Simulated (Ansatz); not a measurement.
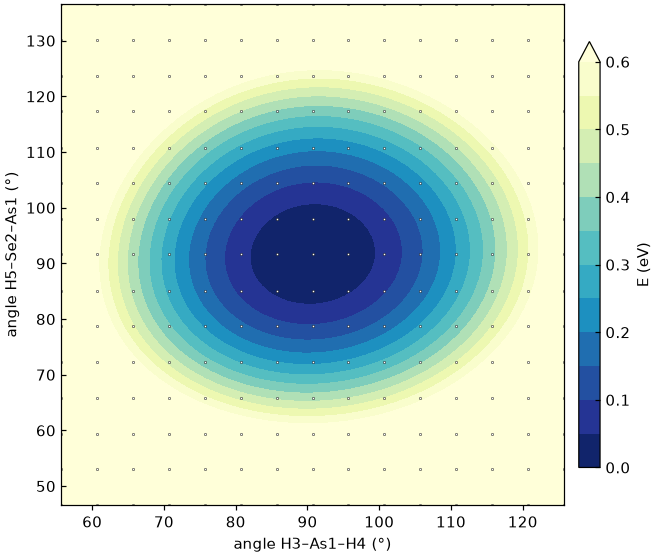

AsH₃Se, SMILES [AsH2][SeH]. The first coordinate is: angle H3–As1–H4; the second: angle H5–Se2–As1. Nothing is relaxed (all other coordinates rigid). The grid has 15 × 15 points. All energies are given in eV relative to the lowest grid point. These are results of RKS PBE-D4/def2-SVP (Ansatz), not measurements.

Drawn: filled contours, dots at the grid points, one colour for all values above the top of the scale. Between grid points the surface is interpolated.

> Estimate the position of the minimum and the force constants in these coordinates.

The interpolated minimum is at angle H3–As1–H4 ≈ 90.7°, angle H5–Se2–As1 ≈ 91.6°. The curvatures there are about 4.3 eV/rad² and 4 eV/rad², with a cross term of about −0.2 eV/rad². Round the minimum the contours are nearly round: the two directions are equally stiff and uncoupled.
